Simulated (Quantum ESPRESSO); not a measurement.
## Cost against accuracy: K_POINTS for LaNi5H6 (P3m1, 12 atoms in the cell)

Cell: a = 5.3014 Å, b = 5.3014 Å, c = 4.2013 Å, α = 90.00°, β = 90.00°, γ = 120.00°.

Computed with PBEsol, GBRV 1.5 ultrasoft (PBESOL) pseudopotentials (plane waves; Quantum ESPRESSO).

Base settings: ecutwfc = 50 Ry; ecutrho = 400 Ry; occupations = smearing; smearing = gaussian; degauss = 0.0099958 Ry; potentials = {La: la_pbesol_v1.uspp.F.UPF, Ni: ni_pbesol_v1.4.uspp.F.UPF, H: h_pbesol_v1.4.uspp.F.UPF}; K_POINTS = automatic 4 4 4 0 0 0; conv_thr = 1e-10 Ry; mixing_beta = 0.7.

Misses are taken against the tightest run, automatic 5 5 5 0 0 0, which need not be fully converged itself. The energy is the free energy per atom.

The count of work is k-points × plane waves × bands × iterations; it is no time, and leaves out set-up, grids and terms that scale otherwise. Core times come from one kind of shared machine and are given to one figure; runs under 30 s give none.

The starting cell comes from a database of computed structures (which also holds hypothetical and non-ambient phases and stackings), without a prior relaxation at this level. Spin polarisation is off. Without a gap this mesh is coarse (it stands for a supercell whose shortest vector is 17 Å).

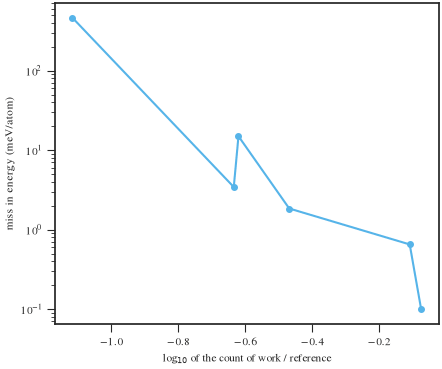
Figure. Miss against the count of work; the reference run is not drawn, and misses under 0.1 meV/atom are drawn there.

```tsv
K_POINTS	energy less reference (meV/atom)	pressure less reference (GPa)	largest difference in the force on any atom (eV/Å)	count of work / reference	core time / reference (rough)
automatic 1 1 1 0 0 0	462.34	7.88	0.752	0.076	0.4
automatic 2 2 2 0 0 0	-3.43	-0.81	0.250	0.23	0.4
automatic 2 2 3 0 0 0	14.96	-0.03	0.142	0.24	0.4
automatic 3 3 3 0 0 0	1.84	0.02	0.110	0.34	0.4
automatic 4 4 4 0 0 0	-0.65	0.00	0.027	0.78	0.7
automatic 4 4 5 0 0 0	-0.05	0.02	0.019	0.84	1.0
automatic 5 5 5 0 0 0	0.00	0.00	0.000	1.0	1
```

Coarsest setting among those run that, with all tighter ones, holds the energy within 1 meV/atom of the reference: automatic 4 4 4 0 0 0, off by 0.65 meV/atom; its saving against the reference is no more than about a factor of 2 in the count of work.

Coarsest setting among those run that, with all tighter ones, holds the energy within 0.5 meV/atom of the reference: automatic 4 4 5 0 0 0, off by 0.05 meV/atom; its saving against the reference is no more than about a factor of 2 in the count of work.

Smallest miss in the energy for at most 0.3 times the reference's count of work: automatic 2 2 2 0 0 0, with a miss of 3.4 meV/atom at a count of 0.23.

The step from automatic 2 2 3 0 0 0 to automatic 4 4 5 0 0 0: it takes the miss in the energy from 15 to 0.05 meV/atom, for 3.5 times the count of work and roughly 2 times the time.
